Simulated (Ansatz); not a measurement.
# Geometry relaxation of GeH₃ClO

System: GeH₃ClO.
Method: RKS PBE-D4/def2-SVP (Ansatz 0.2.0).

The input holds or restrains some coordinates. It belongs to a series of runs on one base structure; here: pulled along the bonds that form and break, towards end A. Figures and captions count atoms from 1; the log counts them from 0 in places.

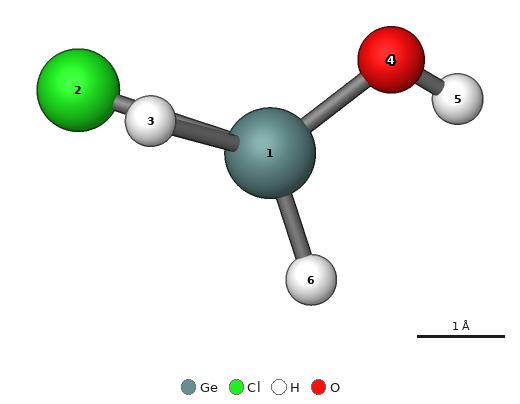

Figure 1. The starting structure (ball-and-stick view, seen on its broad side; atoms are numbered from 1 in the order of the input). Sticks mark near contacts. Bond lengths as drawn: Cl–Ge 2.42 Å, Ge–H 1.55 to 1.75 Å, Ge–O 1.77 Å and H–O 1.01 Å.

## The input
```yaml
crystal:
  periodic: [false, false, false]
  atoms:
    - { symbol: Ge, position_ang: [0.0, 0.0, 0.0] }
    - { symbol: Cl, position_ang: [1.3501, 0.0, 2.0083] }
    - { symbol: H, position_ang: [1.741, 0.0, 0.178] }
    - { symbol: O, position_ang: [-0.8337, 1.4443, -0.5894] }
    - { symbol: H, position_ang: [-1.7915, 1.2136, -0.8118] }
    - { symbol: H, position_ang: [-0.73, -1.2648, -0.5162] }
basis:
  gaussian: { orbitals: def2-SVP }
hamiltonian:
  xc: pbe
  dispersion: d4
relax:
  f_tol: 0.15
  max_steps: 25
  restrain:
    - { distance: [1, 2], at: 2.57, k: 30.0 }
    - { distance: [0, 1], at: 2.22, k: 30.0 }
    - { distance: [0, 2], at: 1.55, k: 30.0 }
output:
  orbitals: {}
```

Machine: 1 thread of Arm Neoverse V1, 24 GiB of memory available, shared host.

Command:
```bash
ansatz run input.yaml --threads 1 --pin off --max-ram 2048MiB --backend cpu --events-out ev --progress --plain --runs-dir out
```

## The program's output
```
The last accepted step is kept in [file] (removed where the run ends without a failure and the disk answers)
Engine: ansatz 0.2.0, aarch64-unknown-linux-gnu
Functional definition: PBE
  parameter kappa = 0.804
  parameter beta = 0.06672455060314922
  exchange = pbe_x(kappa = kappa, mu = beta*pi^2/3)
  correlation = pbe_c(beta = beta)
863 factors; their error is unknown
mean field evaluation 1: about -71101.3050 eV, gradient 5.8e1 eV
mean field evaluation 2: about -71038.3468 eV, gradient 1.6e2 eV
mean field evaluation 4: about -71105.8662 eV, gradient 1.9e1 eV
mean field evaluation 8: about -71107.1212 eV, gradient 8.5e-2 eV
mean field evaluation 16: about -71107.0711 eV, gradient 1.2e-5 eV
mean field -71107.07108911 eV, -2613.1366644210 hartree, gradient 1.2e-5 eV, S^2 0.000000; 0 other end points of the search recorded, 0 dependent functions left out
the calculation of the forces begins
reference -71107.07111845 eV, -2613.1366654992 hartree; 30, 30 occupied and 49, 49 virtual orbitals, 863 factors
relax step   1: F+E_penalty+E_count = -71107.17482821 eV  Δ(F+E_penalty+E_count) = +0.000e0 eV  max|allowed force component| = 4.223e0 eV/Å  E_restraint = 8.51692467 eV  max|allowed force component, restraints' pulls added| = 2.329e1 eV/Å  Δτ_max = 0.0000 Å  (26 SCF iters, accepted)
  distance Cl 1 - H 2 = 1.8716 Å
  distance Ge 0 - Cl 1 = 2.4199 Å
  distance Ge 0 - H 2 = 1.7501 Å
these checks for a lower state are left out or cut short: starts, cluster_reference, orbital_swaps, neighbouring_geometries, increment
863 factors; their error is unknown
mean field -71108.08455407 eV, -2613.1739085713 hartree, gradient 6.3e-5 eV, S^2 0.000000; 0 other end points of the search recorded, 0 dependent functions left out
the calculation of the forces begins
reference -71108.08458350 eV, -2613.1739096526 hartree; 30, 30 occupied and 49, 49 virtual orbitals, 863 factors
relax step   2: F+E_penalty+E_count = -71108.18579848 eV  Δ(F+E_penalty+E_count) = -1.011e0 eV  max|allowed force component| = 2.040e0 eV/Å  E_restraint = 2.60543020 eV  max|allowed force component, restraints' pulls added| = 1.243e1 eV/Å  Δτ_max = 0.1950 Å  (30 SCF iters, accepted)
  distance Cl 1 - H 2 = 2.2004 Å
  distance Ge 0 - Cl 1 = 2.3951 Å
  distance Ge 0 - H 2 = 1.6302 Å
these checks for a lower state are left out or cut short: starts, cluster_reference, orbital_swaps, neighbouring_geometries, increment
863 factors; their error is unknown
mean field -71108.73506363 eV, -2613.1978143567 hartree, gradient 6.0e-5 eV, S^2 0.000000; 0 other end points of the search recorded, 0 dependent functions left out
the calculation of the forces begins
reference -71108.73509298 eV, -2613.1978154352 hartree; 30, 30 occupied and 49, 49 virtual orbitals, 863 factors
relax step   3: F+E_penalty+E_count = -71108.83670766 eV  Δ(F+E_penalty+E_count) = -6.509e-1 eV  max|allowed force component| = 1.333e0 eV/Å  E_restraint = 0.24978013 eV  max|allowed force component, restraints' pulls added| = 3.621e0 eV/Å  Δτ_max = 0.1949 Å  (30 SCF iters, accepted)
  distance Cl 1 - H 2 = 2.4748 Å
  distance Ge 0 - Cl 1 = 2.2996 Å
  distance Ge 0 - H 2 = 1.5852 Å
these checks for a lower state are left out or cut short: starts, cluster_reference, orbital_swaps, neighbouring_geometries, increment
863 factors; their error is unknown
mean field evaluation 32: about -71109.2467 eV, gradient 2.1e-1 eV
mean field -71109.24709923 eV, -2613.2166313179 hartree, gradient 1.4e-5 eV, S^2 0.000000; 0 other end points of the search recorded, 0 dependent functions left out
the calculation of the forces begins
reference -71109.24712848 eV, -2613.2166323929 hartree; 30, 30 occupied and 49, 49 virtual orbitals, 863 factors
relax step   4: F+E_penalty+E_count = -71109.35122542 eV  Δ(F+E_penalty+E_count) = -5.145e-1 eV  max|allowed force component| = 9.041e-1 eV/Å  E_restraint = 0.00818006 eV  max|allowed force component, restraints' pulls added| = 7.038e-1 eV/Å  Δτ_max = 0.1947 Å  (28 SCF iters, accepted)
  distance Cl 1 - H 2 = 2.5930 Å
  distance Ge 0 - Cl 1 = 2.2224 Å
  distance Ge 0 - H 2 = 1.5531 Å
these checks for a lower state are left out or cut short: starts, cluster_reference, orbital_swaps, neighbouring_geometries, increment
863 factors; their error is unknown
mean field -71109.35324492 eV, -2613.2205321000 hartree, gradient 7.3e-5 eV, S^2 0.000000; 0 other end points of the search recorded, 0 dependent functions left out
the calculation of the forces begins
reference -71109.35327403 eV, -2613.2205331699 hartree; 30, 30 occupied and 49, 49 virtual orbitals, 863 factors
relax step   5: F+E_penalty+E_count = -71109.45847144 eV  Δ(F+E_penalty+E_count) = -1.072e-1 eV  max|allowed force component| = 9.345e-1 eV/Å  E_restraint = 0.03073988 eV  max|allowed force component, restraints' pulls added| = 1.363e-1 eV/Å  Δτ_max = 0.0807 Å  (23 SCF iters, accepted)
  distance Cl 1 - H 2 = 2.6072 Å
  distance Ge 0 - Cl 1 = 2.1992 Å
  distance Ge 0 - H 2 = 1.5348 Å
```

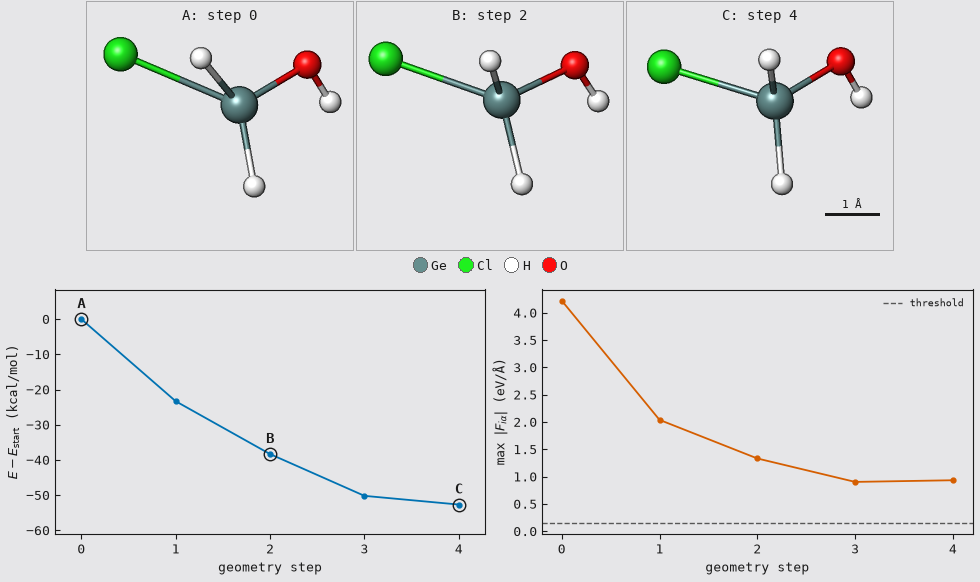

Figure 2. Frames of the restrained relaxation (ball-and-stick view, seen at a tilt) above the curves, on which the letters mark them (the first geometry is step 0 here and step 1 in the log).

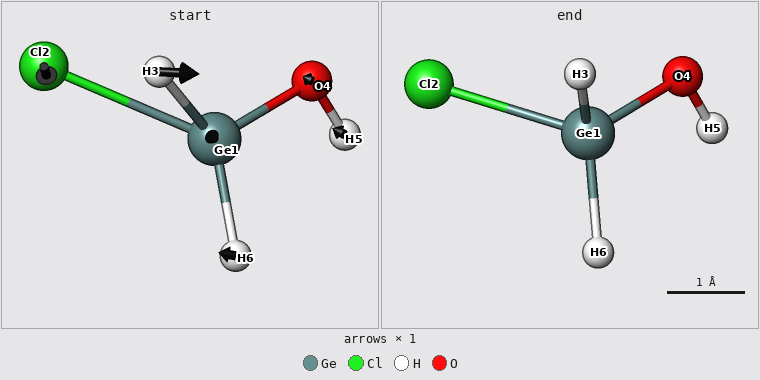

Figure 3. Before (left) and after (right) the restrained relaxation, at one scale (ball-and-stick view, seen at a tilt). The black arrows give the displacements, at true length. The energy falls by 52.7 kcal/mol in 4 geometry steps. Largest force component: 4.2 eV/Å at the start, 0.93 eV/Å at the end. H3 moves most after the best rigid fit: 0.55 Å. By element the largest moves are H 0.55 Å, Cl 0.51 Å, Ge 0.19 Å, O 0.15 Å. Among the contacts that change: Ge1–Cl2 2.420 → 2.199 Å, Ge1–H3 1.750 → 1.535 Å, O4–H5 1.010 → 0.975 Å, Ge1–O4 1.769 → 1.792 Å. Among the angles that change: Cl2–Ge1–H3 50.3° → 86.6°, Cl2–Ge1–H6 122.7° → 111.5°, H3–Ge1–O4 120.2° → 111.0°. (Atoms are counted from 1 in the order of the input.)

```
863 factors; their error is unknown
mean field -71109.35324492 eV, -2613.2205321000 hartree, gradient 7.3e-5 eV, S^2 0.000000; 1 other end points of the search recorded, 0 dependent functions left out
the calculation of the forces begins
reference -71109.35327403 eV, -2613.2205331699 hartree; 30, 30 occupied and 49, 49 virtual orbitals, 863 factors
Total energy: -71109.45850055 eV, -2613.2244001730 hartree
Atom 0 at     0.190642    -0.025171     0.014692 Å, force     0.673382    -0.000575     0.344165 eV/Å
Atom 1 at     0.859098     0.001740     2.109705 Å, force    -0.658105     0.005703     0.393553 eV/Å
Atom 2 at     1.673404     0.086095    -0.365681 Å, force    -0.111177     0.010617    -0.934540 eV/Å
Atom 3 at    -0.715964     1.431261    -0.503545 Å, force     0.112833    -0.124517     0.064322 eV/Å
Atom 4 at    -1.649518     1.210431    -0.677272 Å, force    -0.053669     0.022748     0.078903 eV/Å
Atom 5 at    -0.621762    -1.311256    -0.308999 Å, force     0.036734     0.086025     0.053597 eV/Å
Dipole moment:    -0.366877    -0.235854    -0.425567 e Å
```

## Trajectory as extended XYZ (Å, eV, eV/Å), 5 frames, from step=1 to step=5
```
6
Properties=species:S:1:pos:R:3:forces:R:3 step=1 energy=-71107.17483
Ge    0.0000    0.0000    0.0000    4.2232  -0.4011  -0.6513
Cl    1.3501    0.0000    2.0083   -1.1737  -0.0406   1.9077
H     1.7410    0.0000    0.1780   -1.8907   0.1564  -2.1887
O    -0.8337    1.4443   -0.5894   -1.8371   0.1030  -0.0459
H    -1.7915    1.2136   -0.8118    1.2211   0.4558   0.3875
H    -0.7300   -1.2648   -0.5162   -0.5427  -0.2736   0.5907
6
Properties=species:S:1:pos:R:3:forces:R:3 step=2 energy=-71108.18580
Ge    0.0976    0.0055    0.0363    2.0399  -0.3117  -0.0402
Cl    1.2555   -0.0007    2.1329   -1.5373   0.0053   0.3702
H     1.7270    0.0025   -0.0164   -1.3286   0.2244  -1.6801
O    -0.8344    1.4317   -0.5775   -0.3832  -0.2896   0.2666
H    -1.7809    1.2123   -0.8060    0.9487   0.0493   0.3841
H    -0.7289   -1.2583   -0.5002    0.2605   0.3223   0.6994
6
Properties=species:S:1:pos:R:3:forces:R:3 step=3 energy=-71108.83671
Ge    0.1619    0.0003    0.1010    0.6959  -0.0869  -0.4917
Cl    1.1205    0.0011    2.1913   -1.3333   0.0285  -0.1097
H     1.7162    0.0148   -0.2106   -0.8731   0.2113  -1.0566
O    -0.8109    1.4127   -0.5578    0.4030  -0.3393   0.5156
H    -1.7494    1.2043   -0.7867    0.6250  -0.1764   0.3566
H    -0.7025   -1.2401   -0.4684    0.4825   0.3628   0.7859
6
Properties=species:S:1:pos:R:3:forces:R:3 step=4 energy=-71109.35123
Ge    0.2027   -0.0175    0.0435    0.2537   0.0771   0.0273
Cl    0.9323    0.0107    2.1425   -0.8288  -0.0014   0.1289
H     1.7082    0.0546   -0.3314   -0.4082   0.0769  -0.9041
O    -0.7587    1.4286   -0.4941    0.3504  -0.3504   0.2316
H    -1.6825    1.1948   -0.7272    0.2837  -0.0767   0.1946
H    -0.6661   -1.2780   -0.3644    0.3492   0.2745   0.3217
6
Properties=species:S:1:pos:R:3:forces:R:3 step=5 energy=-71109.45847
Ge    0.1906   -0.0252    0.0147    0.6734  -0.0006   0.3442
Cl    0.8591    0.0017    2.1097   -0.6581   0.0057   0.3936
H     1.6734    0.0861   -0.3657   -0.1112   0.0106  -0.9345
O    -0.7160    1.4313   -0.5035    0.1128  -0.1245   0.0643
H    -1.6495    1.2104   -0.6773   -0.0537   0.0227   0.0789
H    -0.6218   -1.3113   -0.3090    0.0367   0.0860   0.0536
```

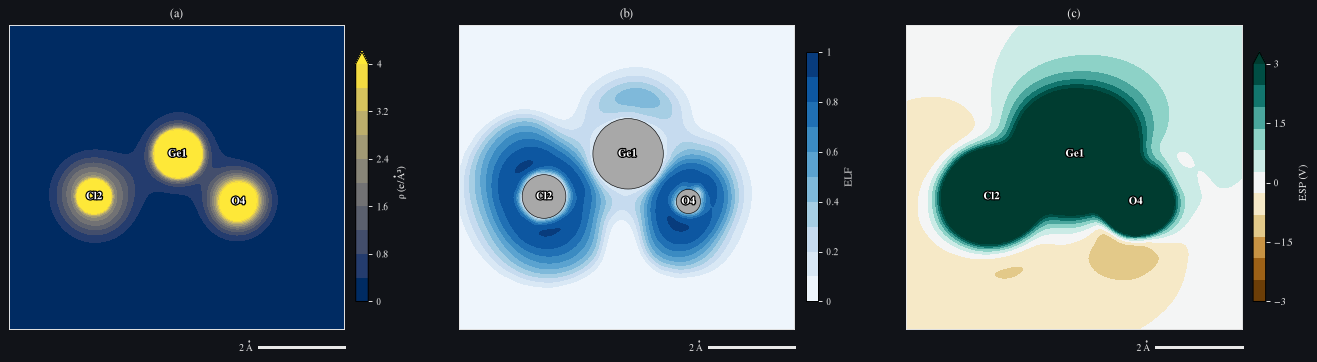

Figure 4. (a) total electron density; (b) ELF; (c) molecular electrostatic potential on the plane of atoms Cl2, Ge1 and O4. Grey discs, where drawn, cover atomic cores. The section cuts through Ge, Cl and O sites. Ge–O (1.79 Å): ρ at the midpoint is about 0.93 e/Å³; the ELF peaks at about 0.85 in the valence shell of O, 0.6 Å from its nucleus, and is about 0.30 at the midpoint. Ge–Cl (2.20 Å): ρ at the midpoint is about 0.66 e/Å³; the ELF peaks at about 0.85 in the valence shell of Cl, 0.8 Å from its nucleus, and is about 0.60 at the midpoint.

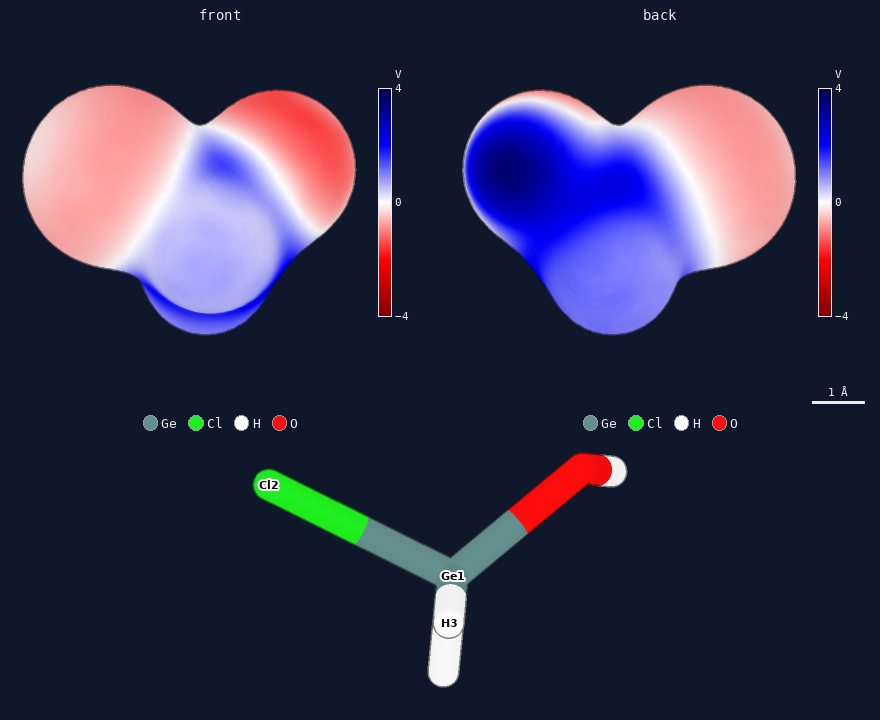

Figure 5. The molecular electrostatic potential painted on the density surface at 0.004 e/bohr³, seen at a tilt and from behind; red is negative and blue positive. The bare structure is drawn below in the same view.

## Summary

```json
{"quantity": "outcome", "value": "converged under the restraints of the input"}
{"quantity": "total energy", "value": "−71109.4585 eV"}
{"quantity": "mean-field energy", "value": "−71109.3533 eV"}
{"quantity": "largest force (length of the vector) at the end, held atoms and coordinates included", "value": "0.941 eV/Å"}
{"quantity": "wall time", "value": "12 s"}
{"quantity": "peak memory", "value": "0.14 GiB"}
```
